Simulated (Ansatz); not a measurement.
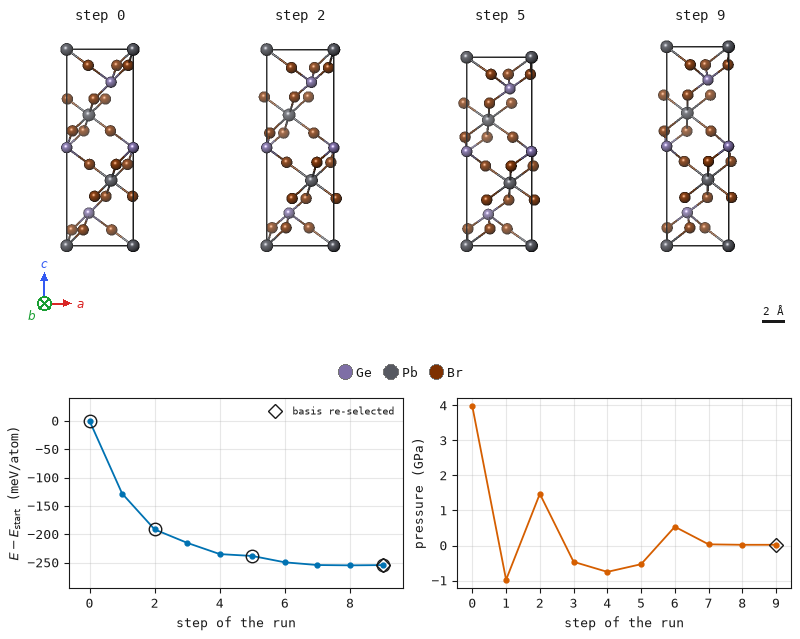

Frames of a relaxation of solid GePbBr₆ (built on the MgTiF6-148 type type), marked on the history of the run. Style: ball-and-stick. Shown: the conventional cell (3 times the calculation's cell), along the b axis. Lengths and directions refer to the drawn axes.

All numbers below come from DFT, PBEsol, plane waves, PAW in Ansatz 0.2.0.

The input:
```yaml
crystal:
  lattice:
    - [3.59166401, 2.07364818, 6.12019311]
    - [-3.59166401, 2.07364818, 6.12019311]
    - [0.0, -4.14729637, 6.12019311]
  atoms:
    - { symbol: Ge, position: [0.5, 0.5, 0.5] }
    - { symbol: Pb, position: [0.0, 0.0, 0.0] }
    - { symbol: Br, position: [0.67161765, 0.84245558, 0.24224433] }
    - { symbol: Br, position: [0.84245558, 0.24224433, 0.67161765] }
    - { symbol: Br, position: [0.75775567, 0.32838235, 0.15754442] }
    - { symbol: Br, position: [0.15754442, 0.75775567, 0.32838235] }
    - { symbol: Br, position: [0.32838235, 0.15754442, 0.75775567] }
    - { symbol: Br, position: [0.24224433, 0.67161765, 0.84245558] }
kpoints:
  mp_grid: { grid: [4, 4, 4] }
hamiltonian:
  xc: pbesol
scf:
  occupations: { method: fermi_dirac, width: 0.03 }
relax:
  f_tol: 0.01
  cell: {}
  max_steps: 120
output:
  write_density: true
  write_potential: true
  elf: true
  volumetric_format: npy
```

Launched with:
```bash
ansatz run input.yaml --threads 4 --pin off --max-ram 4608MiB --backend cpu --events-out ev --progress --plain --runs-dir out
```

Q: What happens along the run?

A: The largest moves relative to the cell, 0.75 Å, are those of Br3, Br4, Br5, Br6, Br7 and Br8. Br3 goes roughly along [−2 −1 0]. Pb and Ge stay in place. The drawn cell changes as follows: a = b 7.183 → 6.679 Å (−7.0 %), c 18.361 → 18.611 Å (+1.4 %); the volume changes by −12.4 %. Some distances before and after: Pb2–Br3 2.579 → 3.034 Å, Ge1–Br3 2.719 → 2.495 Å. Bond angles that change, for instance: Ge1–Br7–Pb2 153.2° → 126.8°, Br3–Pb2–Br5 90.1° → 87.9°, Br3–Pb2–Br4 89.9° → 92.1°. The space group stays R-3 (No. 148). Over 8 accepted moves (9 points after the start) the energy falls by 254 meV per atom. The largest force component goes from 1.2 to 0.0031 eV/Å. The pressure goes from 3.97 to 0.02 GPa. The SCF was repeated once at an unchanged geometry on a basis and grid sized afresh for the cell, which shifted the energy by 0.5 meV per atom at most. Cost: 35 s on 4 threads of Arm Neoverse V1 (shared host), peak memory 0.76 GiB. From step 0 to 2: Br atoms move most (0.37 Å), volume +1.8 %, energy −192 meV per atom. From step 2 to 5: Br atoms move most (0.47 Å), volume −10.4 %, energy −46.8 meV per atom. From step 5 to 9: Br atoms move most (0.09 Å), volume −3.9 %, energy −16.1 meV per atom.
